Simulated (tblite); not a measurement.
# CH$_{2}$F$_{4}$Si: geometry relaxation (part 1 of 2)

CH$_{2}$F$_{4}$Si, SMILES F[SiH2]C(F)(F)F, computed with GFN2-xTB geometry optimisation, gas phase (tblite 0.8.0).

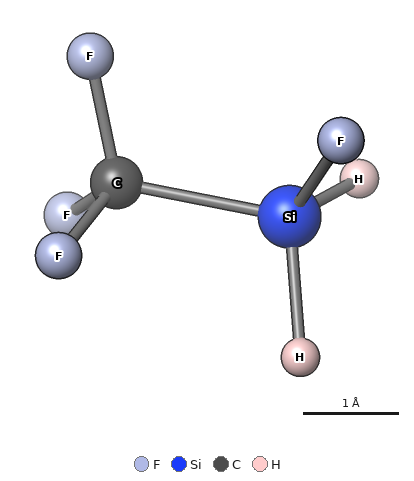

**Figure 1.** The structure as given in the input (ball-and-stick view, seen at a tilt).

## Summary

| quantity | value |
| --- | --- |
| outcome | converged |
| total energy | −649.9526 eV |
| hardware | 1 CPU thread, shared host |
| peak memory | 0.17 GiB |

## The input
```
{"job": {"kind": "relax", "xc": "GFN2-xTB", "basis": "xTB"}, "charge": 0, "multiplicity": 1}
F      1.364900     1.624700    -0.172100
Si     0.930800    -0.003600    -0.006900
C     -0.930100    -0.067900    -0.052800
F     -1.348500     0.426800     1.174900
F     -1.442100     0.714200    -1.064600
F     -1.422800    -1.338700    -0.216800
H      1.530900    -0.842700    -1.032700
H      1.325900    -0.503300     1.346400
```

The first line tells a small driver script what to run in tblite; the rest is the geometry in Å.

Launch command:
```bash
OMP_NUM_THREADS=1 python <driver script> task.json out
```

## The program's output
```
step      E/eV     max force
  0    -649.54582    3.027
  1    -649.77701    1.237
  2    -649.86335    0.908
  3    -649.89026    0.542
  4    -649.90762    0.383
  5    -649.91552    0.382
  6    -649.92866    0.394
  7    -649.93464    0.220
  8    -649.93858    0.194
  9    -649.94071    0.168
 10    -649.94259    0.127
 11    -649.94403    0.095
 12    -649.94515    0.090
 13    -649.94601    0.108
 14    -649.94685    0.130
 15    -649.94770    0.119
 16    -649.94826    0.071
 17    -649.94848    0.040
 18    -649.94858    0.035
 19    -649.94872    0.047
 20    -649.94898    0.080
 21    -649.94936    0.096
 22    -649.94969    0.067
 23    -649.94981    0.023
 24    -649.94985    0.016
 25    -649.94986    0.013
 26    -649.94989    0.014
 27    -649.94991    0.014
 28    -649.94993    0.018
 29    -649.94995    0.020
 30    -649.94999    0.020
 31    -649.95002    0.018
 32    -649.95005    0.013
 33    -649.95006    0.011
 34    -649.95007    0.012
 35    -649.95010    0.025
 36    -649.95017    0.046
 37    -649.95033    0.073
 38    -649.95064    0.099
 39    -649.95104    0.098
 40    -649.95147    0.066
 41    -649.95176    0.039
 42    -649.95187    0.055
 43    -649.95205    0.047
 44    -649.95246    0.028
 45    -649.95257    0.028
 46    -649.95256    0.018
 47    -649.95259    0.009
```

## Trajectory as extended XYZ (Å, eV, eV/Å), 48 frames, from step=0 to step=47
```
8
Properties=species:S:1:pos:R:3:forces:R:3 step=0 energy=-649.54582
F     1.3649    1.6247   -0.1721   -0.6600  -2.2030   0.1840
Si    0.9308   -0.0036   -0.0069    2.7390   1.1590   0.5610
C    -0.9301   -0.0679   -0.0528   -1.3580   0.3270  -0.0800
F    -1.3485    0.4268    1.1749   -0.3640  -0.5750  -1.4080
F    -1.4421    0.7142   -1.0646   -0.0790  -0.8090   1.1870
F    -1.4228   -1.3387   -0.2168    0.0730   1.3240   0.2900
H     1.5309   -0.8427   -1.0327   -0.1200   0.3020  -0.1420
H     1.3259   -0.5033    1.3464   -0.2300   0.4740  -0.5920
8
Properties=species:S:1:pos:R:3:forces:R:3 step=1 energy=-649.77701
F     1.3555    1.5932   -0.1695   -0.3060  -1.1940   0.1020
Si    0.9699    0.0130    0.0011    1.0490   0.2620   0.3040
C    -0.9495   -0.0633   -0.0540    0.6990   0.1930   0.0400
F    -1.3537    0.4186    1.1548   -0.6450  -0.2410  -0.6440
F    -1.4432    0.7026   -1.0476   -0.4520  -0.2360   0.4670
F    -1.4217   -1.3198   -0.2127   -0.2280   0.5550   0.1740
H     1.5292   -0.8384   -1.0347   -0.0400   0.2820  -0.1480
H     1.3226   -0.4965    1.3380   -0.0770   0.3810  -0.2940
8
Properties=species:S:1:pos:R:3:forces:R:3 step=2 energy=-649.86335
F     1.3463    1.5588   -0.1666    0.1000   0.2270  -0.0400
Si    1.0029    0.0229    0.0099    0.0270  -0.9070   0.0350
C    -0.9384   -0.0578   -0.0534    0.8680   0.0200   0.0240
F    -1.3695    0.4112    1.1355   -0.5700  -0.0030  -0.1220
F    -1.4536    0.6945   -1.0330   -0.3860   0.0690   0.0680
F    -1.4266   -1.3028   -0.2077   -0.1500   0.1390   0.0900
H     1.5279   -0.8310   -1.0385    0.0310   0.2340  -0.1590
H     1.3201   -0.4863    1.3293    0.0810   0.2220   0.1040
8
Properties=species:S:1:pos:R:3:forces:R:3 step=3 energy=-649.89026
F     1.3455    1.5538   -0.1665    0.1020   0.1190  -0.0250
Si    1.0127    0.0118    0.0126   -0.1120  -0.5270  -0.0630
C    -0.9256   -0.0562   -0.0530    0.3670   0.0380   0.0120
F    -1.3813    0.4091    1.1284   -0.3830   0.0250  -0.0670
F    -1.4613    0.6931   -1.0278   -0.1900   0.0590   0.0530
F    -1.4295   -1.2959   -0.2051   -0.0310   0.0510   0.0550
H     1.5280   -0.8258   -1.0418    0.1030   0.1130  -0.2680
H     1.3206   -0.4805    1.3288    0.1440   0.1230   0.3020
8
Properties=species:S:1:pos:R:3:forces:R:3 step=4 energy=-649.90762
F     1.3462    1.5488   -0.1666    0.0730  -0.1220   0.0010
Si    1.0200   -0.0035    0.0134   -0.1130  -0.0620  -0.0380
C    -0.9124   -0.0535   -0.0527   -0.2300   0.0500   0.0320
F    -1.3979    0.4075    1.1203   -0.1560   0.0460  -0.0170
F    -1.4701    0.6923   -1.0215    0.0180   0.0500   0.0130
F    -1.4316   -1.2887   -0.2018    0.0940  -0.0400   0.0100
H     1.5306   -0.8198   -1.0510    0.1490   0.0100  -0.3410
H     1.3243   -0.4736    1.3354    0.1640   0.0690   0.3390
8
Properties=species:S:1:pos:R:3:forces:R:3 step=5 energy=-649.91552
F     1.3476    1.5442   -0.1666    0.0640  -0.1920   0.0080
Si    1.0218   -0.0114    0.0134   -0.0680   0.0340   0.0090
C    -0.9101   -0.0516   -0.0519   -0.3770   0.0420   0.0430
F    -1.4079    0.4076    1.1164   -0.0780   0.0600   0.0310
F    -1.4739    0.6927   -1.0185    0.0780   0.0540  -0.0300
F    -1.4311   -1.2861   -0.2002    0.1140  -0.0890  -0.0140
H     1.5342   -0.8169   -1.0607    0.1240   0.0180  -0.2880
H     1.3285   -0.4692    1.3435    0.1420   0.0750   0.2410
8
Properties=species:S:1:pos:R:3:forces:R:3 step=6 energy=-649.92866
F     1.3521    1.5317   -0.1665    0.0570  -0.2530   0.0140
Si    1.0232   -0.0271    0.0144    0.0160   0.0840   0.0710
C    -0.9130   -0.0471   -0.0491   -0.3900   0.0100   0.0560
F    -1.4288    0.4094    1.1106    0.0070   0.0700   0.1130
F    -1.4795    0.6955   -1.0146    0.1270   0.0470  -0.1040
F    -1.4278   -1.2841   -0.1977    0.0840  -0.1440  -0.0500
H     1.5433   -0.8102   -1.0846    0.0220   0.0900  -0.0890
H     1.3395   -0.4586    1.3629    0.0770   0.0950  -0.0110
8
Properties=species:S:1:pos:R:3:forces:R:3 step=7 energy=-649.93464
F     1.3558    1.5223   -0.1663    0.0650  -0.2020   0.0090
Si    1.0229   -0.0347    0.0158    0.0160   0.0330   0.0710
C    -0.9199   -0.0449   -0.0467   -0.2130  -0.0160   0.0510
F    -1.4394    0.4118    1.1104    0.0020   0.0510   0.1090
F    -1.4803    0.6981   -1.0150    0.1080   0.0180  -0.1000
F    -1.4249   -1.2862   -0.1974    0.0260  -0.1120  -0.0510
H     1.5482   -0.8052   -1.0981   -0.0450   0.1340   0.0370
H     1.3466   -0.4518    1.3727    0.0410   0.0940  -0.1250
8
Properties=species:S:1:pos:R:3:forces:R:3 step=8 energy=-649.93858
F     1.3598    1.5132   -0.1661    0.0800  -0.0940  -0.0010
Si    1.0218   -0.0396    0.0177   -0.0310  -0.0400   0.0430
C    -0.9278   -0.0439   -0.0441   -0.0030  -0.0360   0.0360
F    -1.4462    0.4145    1.1127   -0.0280   0.0130   0.0530
F    -1.4786    0.7002   -1.0174    0.0730  -0.0240  -0.0530
F    -1.4226   -1.2900   -0.1982   -0.0340  -0.0380  -0.0320
H     1.5505   -0.7993   -1.1060   -0.0820   0.1440   0.1000
H     1.3521   -0.4457    1.3770    0.0250   0.0750  -0.1460
8
Properties=species:S:1:pos:R:3:forces:R:3 step=9 energy=-649.94071
F     1.3633    1.5072   -0.1660    0.0870  -0.0140  -0.0080
Si    1.0204   -0.0421    0.0193   -0.0730  -0.0560   0.0130
C    -0.9321   -0.0442   -0.0423    0.0960  -0.0400   0.0240
F    -1.4495    0.4160    1.1149   -0.0450  -0.0170  -0.0030
F    -1.4761    0.7007   -1.0197    0.0520  -0.0510  -0.0070
F    -1.4221   -1.2926   -0.1994   -0.0640   0.0150  -0.0120
H     1.5500   -0.7940   -1.1077   -0.0830   0.1170   0.0880
H     1.3552   -0.4416    1.3762    0.0290   0.0470  -0.0950
8
Properties=species:S:1:pos:R:3:forces:R:3 step=10 energy=-649.94259
F     1.3681    1.5013   -0.1661    0.0840   0.0430  -0.0120
Si    1.0179   -0.0448    0.0210   -0.0940  -0.0210  -0.0100
C    -0.9347   -0.0453   -0.0402    0.1210  -0.0370   0.0120
F    -1.4531    0.4169    1.1165   -0.0500  -0.0420  -0.0510
F    -1.4725    0.6999   -1.0216    0.0400  -0.0630   0.0270
F    -1.4229   -1.2945   -0.2005   -0.0770   0.0480   0.0090
H     1.5479   -0.7870   -1.1075   -0.0650   0.0620   0.0350
H     1.3585   -0.4371    1.3738    0.0400   0.0090  -0.0100
8
Properties=species:S:1:pos:R:3:forces:R:3 step=11 energy=-649.94403
F     1.3734    1.4968   -0.1663    0.0700   0.0630  -0.0120
Si    1.0146   -0.0471    0.0224   -0.0680   0.0370  -0.0100
C    -0.9351   -0.0467   -0.0382    0.0740  -0.0310   0.0030
F    -1.4572    0.4167    1.1167   -0.0420  -0.0500  -0.0660
F    -1.4689    0.6980   -1.0225    0.0380  -0.0530   0.0330
F    -1.4249   -1.2949   -0.2013   -0.0730   0.0460   0.0210
H     1.5450   -0.7802   -1.1071   -0.0450   0.0080  -0.0220
H     1.3620   -0.4332    1.3718    0.0460  -0.0190   0.0530
8
Properties=species:S:1:pos:R:3:forces:R:3 step=12 energy=-649.94515
F     1.3791    1.4937   -0.1667    0.0500   0.0590  -0.0090
Si    1.0112   -0.0482    0.0235   -0.0020   0.0790   0.0070
C    -0.9345   -0.0484   -0.0365   -0.0040  -0.0250  -0.0020
F    -1.4616    0.4157    1.1154   -0.0300  -0.0410  -0.0490
F    -1.4653    0.6956   -1.0226    0.0360  -0.0270   0.0130
F    -1.4278   -1.2945   -0.2014   -0.0570   0.0170   0.0240
H     1.5419   -0.7744   -1.1076   -0.0340  -0.0290  -0.0570
H     1.3659   -0.4301    1.3712    0.0410  -0.0330   0.0730
8
Properties=species:S:1:pos:R:3:forces:R:3 step=13 energy=-649.94601
F     1.3843    1.4927   -0.1672    0.0300   0.0470  -0.0040
Si    1.0089   -0.0478    0.0246    0.0660   0.0820   0.0230
C    -0.9339   -0.0501   -0.0352   -0.0590  -0.0190  -0.0050
F    -1.4656    0.4142    1.1137   -0.0230  -0.0230  -0.0160
F    -1.4619    0.6933   -1.0225    0.0320   0.0000  -0.0160
F    -1.4312   -1.2939   -0.2011   -0.0400  -0.0180   0.0190
H     1.5389   -0.7705   -1.1089   -0.0360  -0.0370  -0.0580
H     1.3696   -0.4284    1.3720    0.0300  -0.0310   0.0560
8
Properties=species:S:1:pos:R:3:forces:R:3 step=14 energy=-649.94685
F     1.3900    1.4930   -0.1677    0.0100   0.0320   0.0020
Si    1.0077   -0.0460    0.0261    0.1140   0.0540   0.0310
C    -0.9341   -0.0523   -0.0342   -0.0780  -0.0120  -0.0040
F    -1.4698    0.4123    1.1119   -0.0210   0.0000   0.0180
F    -1.4581    0.6912   -1.0229    0.0220   0.0220  -0.0410
F    -1.4353   -1.2938   -0.2004   -0.0190  -0.0460   0.0100
H     1.5350   -0.7675   -1.1110   -0.0430  -0.0290  -0.0370
H     1.3736   -0.4275    1.3737    0.0150  -0.0210   0.0220
8
Properties=species:S:1:pos:R:3:forces:R:3 step=15 energy=-649.94770
F     1.3962    1.4945   -0.1683   -0.0080   0.0160   0.0080
Si    1.0084   -0.0430    0.0281    0.1160   0.0090   0.0260
C    -0.9353   -0.0549   -0.0331   -0.0570  -0.0010  -0.0010
F    -1.4745    0.4102    1.1104   -0.0220   0.0190   0.0370
F    -1.4536    0.6893   -1.0242    0.0110   0.0280  -0.0490
F    -1.4402   -1.2946   -0.1995    0.0060  -0.0530  -0.0010
H     1.5299   -0.7650   -1.1136   -0.0490  -0.0120  -0.0070
H     1.3781   -0.4271    1.3758    0.0030  -0.0060  -0.0130
8
Properties=species:S:1:pos:R:3:forces:R:3 step=16 energy=-649.94826
F     1.4006    1.4962   -0.1685   -0.0170   0.0060   0.0130
Si    1.0107   -0.0407    0.0298    0.0670  -0.0210   0.0130
C    -0.9369   -0.0569   -0.0324   -0.0140   0.0080   0.0030
F    -1.4782    0.4091    1.1099   -0.0190   0.0230   0.0260
F    -1.4502    0.6884   -1.0260    0.0050   0.0150  -0.0330
F    -1.4436   -1.2961   -0.1989    0.0250  -0.0310  -0.0070
H     1.5253   -0.7635   -1.1156   -0.0470  -0.0010   0.0100
H     1.3813   -0.4271    1.3771    0.0010   0.0020  -0.0250
8
Properties=species:S:1:pos:R:3:forces:R:3 step=17 energy=-649.94848
F     1.4018    1.4969   -0.1684   -0.0170   0.0030   0.0150
Si    1.0127   -0.0401    0.0307    0.0130  -0.0210   0.0020
C    -0.9377   -0.0574   -0.0321    0.0130   0.0100   0.0060
F    -1.4799    0.4091    1.1101   -0.0140   0.0170   0.0040
F    -1.4488    0.6884   -1.0272    0.0060  -0.0010  -0.0120
F    -1.4444   -1.2972   -0.1987    0.0320  -0.0060  -0.0060
H     1.5228   -0.7631   -1.1163   -0.0390  -0.0030   0.0070
H     1.3826   -0.4271    1.3774    0.0060   0.0010  -0.0150
8
Properties=species:S:1:pos:R:3:forces:R:3 step=18 energy=-649.94858
F     1.4017    1.4970   -0.1680   -0.0150   0.0010   0.0140
Si    1.0138   -0.0403    0.0310   -0.0190  -0.0080  -0.0020
C    -0.9379   -0.0573   -0.0319    0.0220   0.0100   0.0060
F    -1.4808    0.4094    1.1103   -0.0100   0.0100  -0.0110
F    -1.4483    0.6884   -1.0278    0.0090  -0.0100   0.0010
F    -1.4439   -1.2977   -0.1988    0.0340   0.0080  -0.0030
H     1.5213   -0.7631   -1.1165   -0.0320  -0.0080  -0.0020
H     1.3831   -0.4270    1.3772    0.0110  -0.0030  -0.0030
8
Properties=species:S:1:pos:R:3:forces:R:3 step=19 energy=-649.94872
F     1.4014    1.4971   -0.1672   -0.0120  -0.0020   0.0140
Si    1.0148   -0.0406    0.0314   -0.0460   0.0100  -0.0040
C    -0.9377   -0.0570   -0.0315    0.0220   0.0090   0.0050
F    -1.4821    0.4101    1.1102   -0.0040   0.0020  -0.0250
F    -1.4476    0.6882   -1.0285    0.0130  -0.0160   0.0110
F    -1.4425   -1.2981   -0.1990    0.0330   0.0200   0.0010
H     1.5188   -0.7632   -1.1169   -0.0230  -0.0150  -0.0130
H     1.3840   -0.4270    1.3769    0.0160  -0.0070   0.0100
8
Properties=species:S:1:pos:R:3:forces:R:3 step=20 energy=-649.94898
F     1.4007    1.4974   -0.1654   -0.0070  -0.0060   0.0120
Si    1.0159   -0.0410    0.0323   -0.0730   0.0330  -0.0040
C    -0.9370   -0.0562   -0.0305    0.0170   0.0070   0.0010
F    -1.4850    0.4113    1.1095    0.0040  -0.0080  -0.0380
F    -1.4454    0.6874   -1.0299    0.0160  -0.0200   0.0210
F    -1.4395   -1.2986   -0.1992    0.0290   0.0300   0.0090
H     1.5130   -0.7637   -1.1179   -0.0090  -0.0230  -0.0250
H     1.3864   -0.4271    1.3766    0.0220  -0.0140   0.0240
8
Properties=species:S:1:pos:R:3:forces:R:3 step=21 energy=-649.94936
F     1.4000    1.4981   -0.1623   -0.0010  -0.0090   0.0100
Si    1.0165   -0.0410    0.0338   -0.0830   0.0490  -0.0030
C    -0.9356   -0.0552   -0.0289    0.0040   0.0050  -0.0050
F    -1.4899    0.4131    1.1076    0.0110  -0.0170  -0.0450
F    -1.4413    0.6856   -1.0320    0.0160  -0.0170   0.0240
F    -1.4342   -1.2991   -0.1994    0.0210   0.0310   0.0200
H     1.5027   -0.7646   -1.1199    0.0060  -0.0240  -0.0300
H     1.3909   -0.4275    1.3764    0.0250  -0.0180   0.0310
8
Properties=species:S:1:pos:R:3:forces:R:3 step=22 energy=-649.94969
F     1.3996    1.4991   -0.1591    0.0030  -0.0090   0.0060
Si    1.0159   -0.0401    0.0354   -0.0550   0.0380   0.0000
C    -0.9341   -0.0543   -0.0274   -0.0080   0.0030  -0.0110
F    -1.4947    0.4145    1.1052    0.0100  -0.0160  -0.0340
F    -1.4366    0.6836   -1.0340    0.0070  -0.0050   0.0130
F    -1.4290   -1.2993   -0.1992    0.0100   0.0180   0.0250
H     1.4920   -0.7657   -1.1221    0.0130  -0.0140  -0.0180
H     1.3960   -0.4283    1.3765    0.0200  -0.0160   0.0190
8
Properties=species:S:1:pos:R:3:forces:R:3 step=23 energy=-649.94981
F     1.3998    1.4996   -0.1578    0.0030  -0.0040   0.0050
Si    1.0146   -0.0391    0.0361   -0.0180   0.0140   0.0020
C    -0.9336   -0.0540   -0.0270   -0.0080   0.0020  -0.0110
F    -1.4964    0.4147    1.1039    0.0020  -0.0070  -0.0140
F    -1.4345    0.6827   -1.0347   -0.0030   0.0050  -0.0010
F    -1.4271   -1.2992   -0.1987    0.0020   0.0010   0.0210
H     1.4879   -0.7662   -1.1230    0.0090  -0.0020  -0.0020
H     1.3983   -0.4289    1.3767    0.0130  -0.0110   0.0010
8
Properties=species:S:1:pos:R:3:forces:R:3 step=24 energy=-649.94985
F     1.4000    1.4996   -0.1578    0.0020   0.0000   0.0050
Si    1.0139   -0.0387    0.0361    0.0010   0.0000   0.0020
C    -0.9337   -0.0541   -0.0272   -0.0050   0.0020  -0.0080
F    -1.4962    0.4145    1.1035   -0.0030   0.0000  -0.0040
F    -1.4345    0.6827   -1.0347   -0.0070   0.0060  -0.0070
F    -1.4272   -1.2992   -0.1982    0.0000  -0.0050   0.0150
H     1.4882   -0.7663   -1.1230    0.0050   0.0040   0.0060
H     1.3986   -0.4292    1.3767    0.0080  -0.0070  -0.0080
8
Properties=species:S:1:pos:R:3:forces:R:3 step=25 energy=-649.94986
F     1.4001    1.4996   -0.1577    0.0010   0.0020   0.0050
Si    1.0136   -0.0385    0.0361    0.0080  -0.0060   0.0010
C    -0.9339   -0.0541   -0.0275   -0.0020   0.0020  -0.0040
F    -1.4960    0.4143    1.1034   -0.0060   0.0050   0.0000
F    -1.4348    0.6829   -1.0347   -0.0090   0.0030  -0.0080
F    -1.4274   -1.2992   -0.1977   -0.0010  -0.0050   0.0090
H     1.4888   -0.7662   -1.1228    0.0020   0.0060   0.0080
H     1.3987   -0.4295    1.3766    0.0060  -0.0060  -0.0100
```
